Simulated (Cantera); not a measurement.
Feed: 1 mol Al2O3, 1.6 mol H2, equilibrated at 870 Pa.

Cantera equilibrium calculation (NASA polynomials, part measured and part estimated; ideal gas, pure solids and liquids). Candidate condensed phases: Al, Al2O3, H2O; 19 gas species. The tables' values for AlOH are old estimates; treat these amounts as uncertain. Rates play no part.

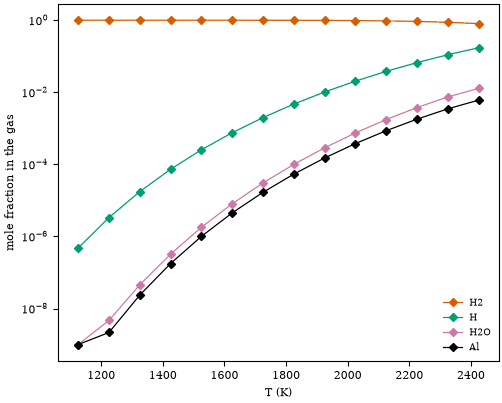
Equilibrium gas composition (values under 1e-9 drawn at 1e-9)

From 1125 K to 2325 K the condensed part is Al2O3(s). At 2425 K the condensed part is Al2O3(l).
